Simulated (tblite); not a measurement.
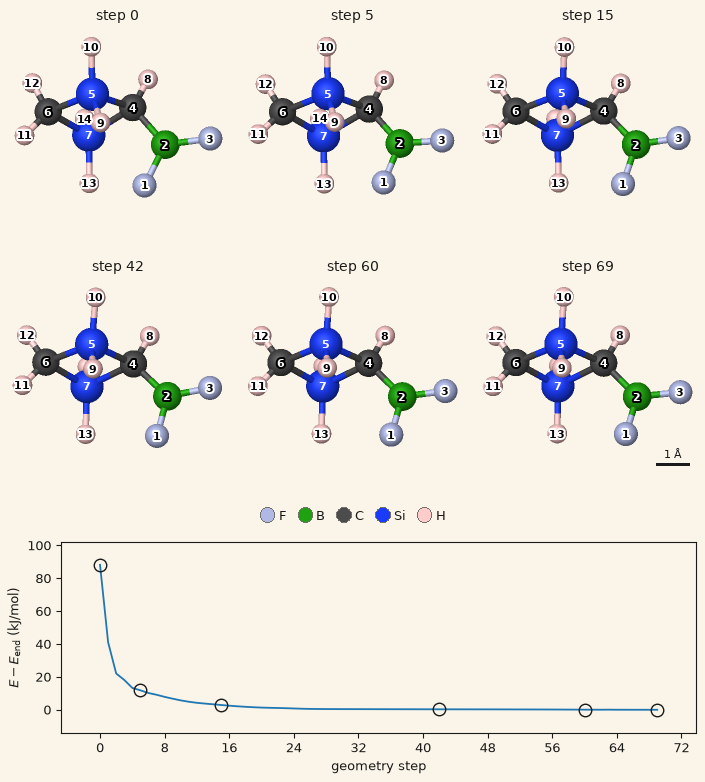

Frames of a relaxation of C2H7BF2Si2, marked on the history of the run. Style: ball-and-stick. Shown from a free direction.

Computed with tblite 0.8.0, GFN2-xTB geometry optimisation, gas phase. 

Describe the path.

Answer. After 69 geometry steps the energy has fallen by 88.2 kJ/mol. The largest move after the best rigid fit is that of F1, 0.44 Å. By element the largest moves are F 0.44 Å, H 0.35 Å, C 0.16 Å, B 0.11 Å, Si 0.08 Å. Near-neighbour distances that change, for instance: F1–B2 1.461 → 1.332 Å, B2–F3 1.435 → 1.330 Å, C4–Si5 1.863 → 1.937 Å, C6–Si7 1.859 → 1.920 Å. Bond angles that change, for instance: B2–C4–Si7 107.2° → 115.6°, F1–B2–C4 115.1° → 122.8°, H11–C6–H12 113.3° → 106.3°. From step 0 to 5: F1 moves most (0.16 Å), energy −76.4 kJ/mol. From step 5 to 15: H9 moves most (0.16 Å), energy −8.93 kJ/mol. From step 15 to 42: F1 moves most (0.15 Å), energy −2.61 kJ/mol. From step 42 to 60: F3 moves most (0.19 Å), energy −0.23 kJ/mol. From step 60 to 69: F3 moves most (0.07 Å), energy −0.07 kJ/mol.
